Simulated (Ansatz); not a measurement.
## Electronic structure of C2H10AlClOSi in real space

The calculation's input:

```
crystal:
  periodic: [false, false, false]
  atoms:
    - symbol: C
      position_ang: [2.417054, -0.770386, -2.803091]
    - symbol: C
      position_ang: [1.784908, 1.999177, -0.073613]
    - symbol: Al
      position_ang: [1.334843, 0.244405, 0.661429]
    - symbol: Cl
      position_ang: [3.012691, -1.130754, 0.754182]
    - symbol: O
      position_ang: [0.357825, -0.707755, -0.764522]
    - symbol: Si
      position_ang: [1.020217, -1.707384, -2.029864]
    - symbol: H
      position_ang: [3.238251, -0.655284, -2.080682]
    - symbol: H
      position_ang: [2.085624, 0.223727, -3.137978]
    - symbol: H
      position_ang: [2.791339, -1.325995, -3.677428]
    - symbol: H
      position_ang: [1.397109, -3.020358, -1.447943]
    - symbol: H
      position_ang: [-0.139555, -1.890271, -2.951396]
    - symbol: H
      position_ang: [-0.539768, -0.925410, -0.479193]
    - symbol: H
      position_ang: [0.241139, 0.052783, 1.809904]
    - symbol: H
      position_ang: [2.333428, 2.603824, 0.668593]
    - symbol: H
      position_ang: [0.886975, 2.575545, -0.354404]
    - symbol: H
      position_ang: [2.430964, 1.928069, -0.964339]
basis:
  gaussian: {orbitals: def2-SVPD}
hamiltonian: {xc: {name: PBE0}}
output: {forces: true, orbitals: {seedname: orbitals}}
```

Command:

```sh
ansatz run input.yaml --threads 2 --pin off --max-ram 6090MiB --events-out events.jsonl --progress --plain --runs-dir runs
```

Geometry: PBE0-D4/def2-SVP.

Theory: isolated molecule in a Gaussian basis; Kohn-Sham density functional theory, functional PBE0 (Ansatz).

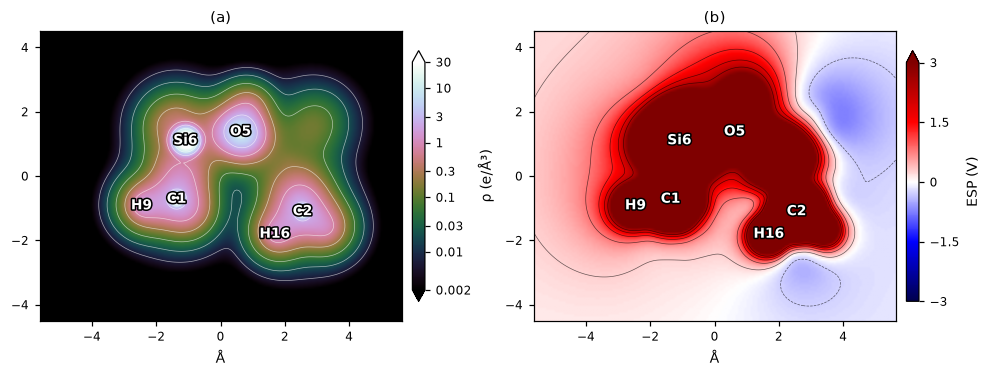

Figure 1. (a) electron density; (b) molecular electrostatic potential on the plane of atoms Si6, C1 and H9.

What does the map show?

- Atoms in the plane: C, O, Si and H.
- Si–O (1.74 Å): ρ at the midpoint is about 0.89 e/Å³.
- C–Si (1.85 Å): ρ at the midpoint is about 1 e/Å³.
- C–H (1.10 Å): ρ at the midpoint is about 1.8 e/Å³.
- Outside the dense part of the molecule the potential is most negative (−0.7 V) near H13, which lies off the plane.

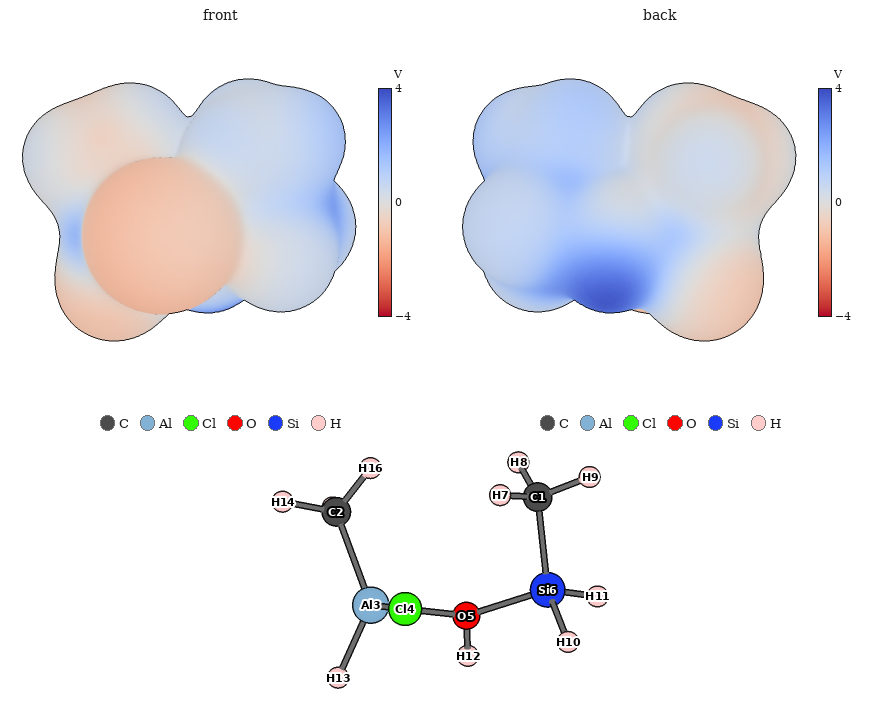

Figure 2. The electrostatic potential painted on the density surface at 0.002 e/bohr³, seen from the front and from behind; red is negative and blue positive. The bare structure is drawn below in the same view.

Describe the electrostatic potential map.

The most negative region (about −1.2 V) lies over Cl4, the most positive (about +3.6 V) over H12.

How polar is the molecule by this calculation?

Its dipole moment is 4.88 D.

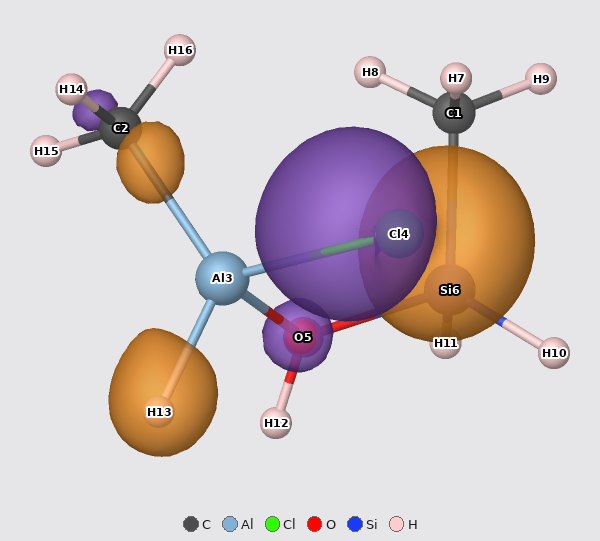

Figure 3. The HOMO−1 at ±0.15 Å⁻³ᐟ² (orange and purple are the two phases), seen at a tilt.

What is the character of this orbital?

By Hirshfeld shares it lies mainly on Cl4 (about 70 %), Al3 (about 10 %) and H13 (about 5 %); largely a lone pair of Cl4. Its energy is −8.42 eV.
